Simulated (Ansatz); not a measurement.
# CH3ClO2W: what the fields show

```yaml
atoms:
  - { symbol: C, position_ang: [-0.9579, -0.2848, 0.5110] }
  - { symbol: W, position_ang: [0.8515, 0.1689, -0.4523] }
  - { symbol: O, position_ang: [2.0455, -0.5797, 0.4926] }
  - { symbol: O, position_ang: [0.7628, -0.6361, -1.9433] }
  - { symbol: Cl, position_ang: [1.1356, 2.4098, -0.6539] }
  - { symbol: H, position_ang: [-0.9539, 0.1619, 1.5101] }
  - { symbol: H, position_ang: [-1.0958, -1.3635, 0.6096] }
  - { symbol: H, position_ang: [-1.7878, 0.1237, -0.0738] }
```

Geometry: PBE0-D4/def2-TZVP; core potentials replace the inner electrons of W.

Computed with RKS PBE0-D4/def2-TZVPP in Ansatz.

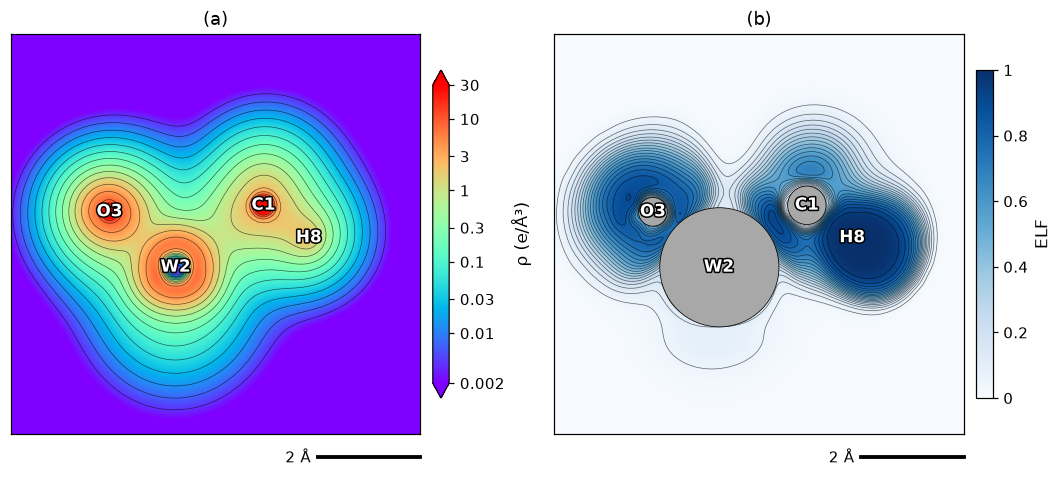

Figure 1. (a) electron density; (b) electron localisation function on the plane of atoms W2, C1 and H8. Grey discs cover the atomic cores in the ELF map.

### Describe what can be read from this map.

- Atoms in the plane: C, W, O and H.
- W–O (1.70 Å): the density is about 1.9 e/Å³ at the midpoint; the ELF peaks at about 0.80 in the valence shell of O, 0.5 Å from its nucleus, and drops to about 0.40 between the two atoms.
- C–W (2.10 Å): ρ at the midpoint is about 0.96 e/Å³; the ELF peaks at about 0.90 in the valence shell of C, 0.7 Å from its nucleus, and is about 0.60 at the midpoint.
- C–H (1.09 Å): ρ at the midpoint is about 1.9 e/Å³; the ELF climbs to about 1 towards the hydrogen, as it does in any bond to H: a covalent bond by its length.

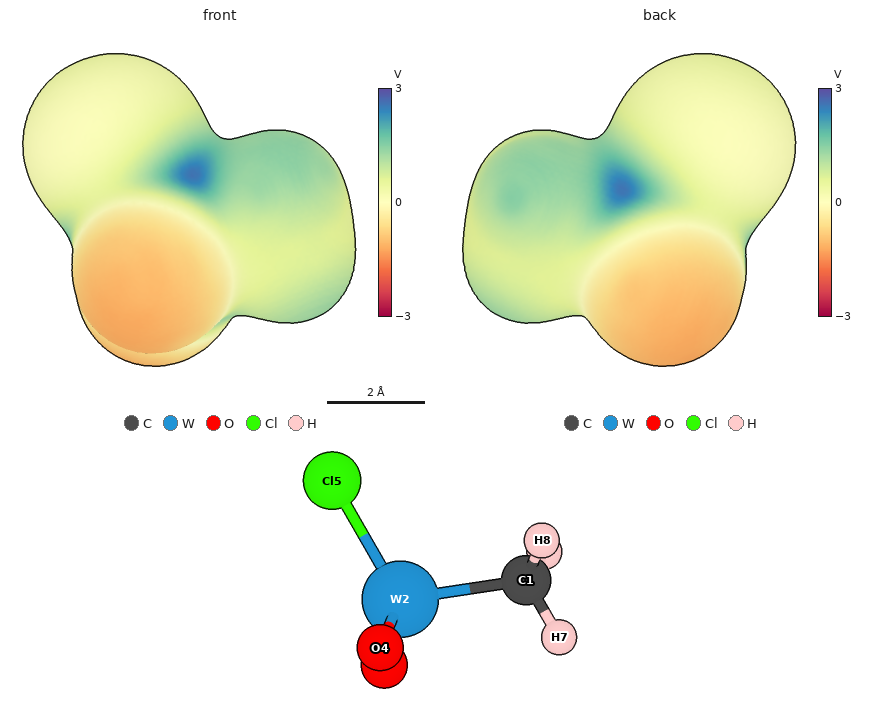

Figure 2. The electrostatic potential painted on the density surface at 0.002 e/bohr³, seen from the front and from behind; the colour scale runs from red (negative) to blue (positive). The bare structure is drawn below in the same view.

### Where is the surface potential most negative and most positive?

The most negative region (about −1.2 V) lies over O3 and O4, the most positive (about +2.4 V) over W2.

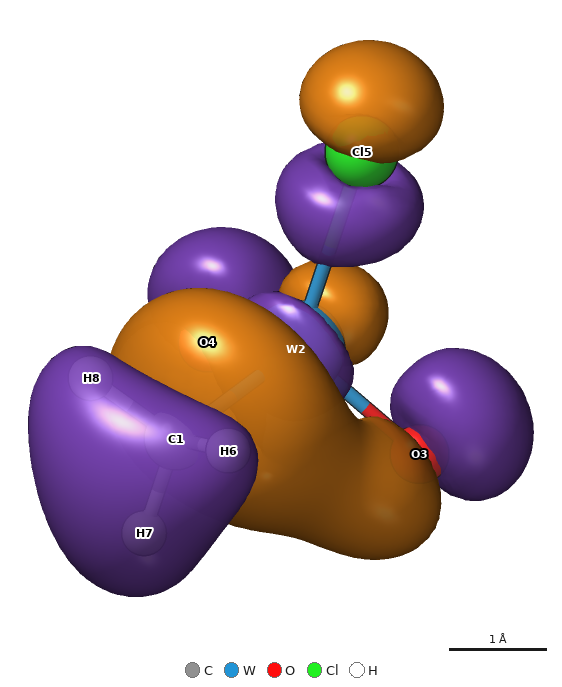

Figure 3. The HOMO−1 at ±0.08 Å⁻³ᐟ² (orange and purple are the two phases), seen at an oblique angle.

### Where does this orbital lie, and at what energy?

By Hirshfeld shares it lies mainly on C1 (about 30 %), W2 (about 20 %), O3 (about 15 %), O4 (about 15 %) and Cl5 (about 5 %). Its energy is −9.55 eV.
